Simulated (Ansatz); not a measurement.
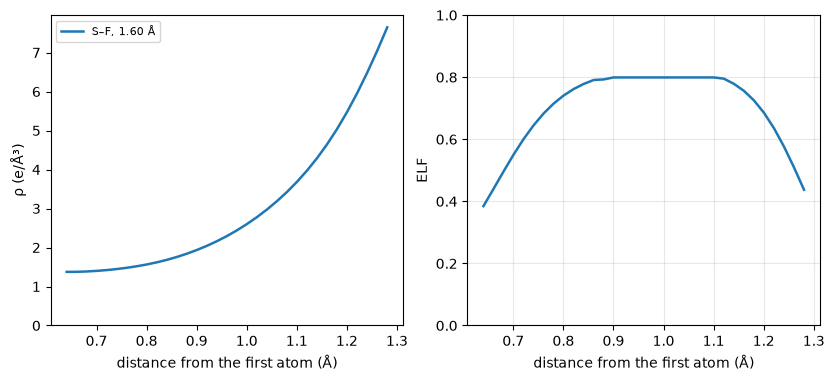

*SF₆ (SMILES FS(F)(F)(F)(F)F). Total electron density and ELF along straight lines between neighbouring atoms. The curves leave out the atomic cores.*

Geometry: B3LYP/6-31G*.

All numbers below come from Ansatz 0.2.0, isolated molecule in a Gaussian basis; Kohn-Sham density functional theory, functional PBE0.

Input file:

```
crystal:
  periodic: [false, false, false]
  atoms:
    - {symbol: F, position_ang: [-3.169156, -0.186799, -1.402211]}
    - {symbol: F, position_ang: [-1.356843, -0.604991, -2.692677]}
    - {symbol: F, position_ang: [-2.140869, 1.509290, -2.493331]}
    - {symbol: F, position_ang: [-1.986129, 1.354234, -0.240181]}
    - {symbol: F, position_ang: [-0.173821, 0.936039, -1.530640]}
    - {symbol: F, position_ang: [-1.202107, -0.760057, -0.439532]}
    - {symbol: S, position_ang: [-1.671489, 0.374619, -1.466427]}
basis:
  gaussian:
    orbitals: def2-SVPD
hamiltonian:
  xc: pbe0
output:
  forces: true
  orbitals: {seedname: orbitals}
```

Run with:

```sh
ansatz run input.yaml --threads 2 --pin off --max-ram 4350MiB --events-out events.jsonl --progress --plain --runs-dir runs
```

### What can be read from the curves?

S–F (1.60 Å): the density is about 1.6 e/Å³ at the midpoint; the ELF peaks at about 0.80 between the atoms (a polar covalent bond).
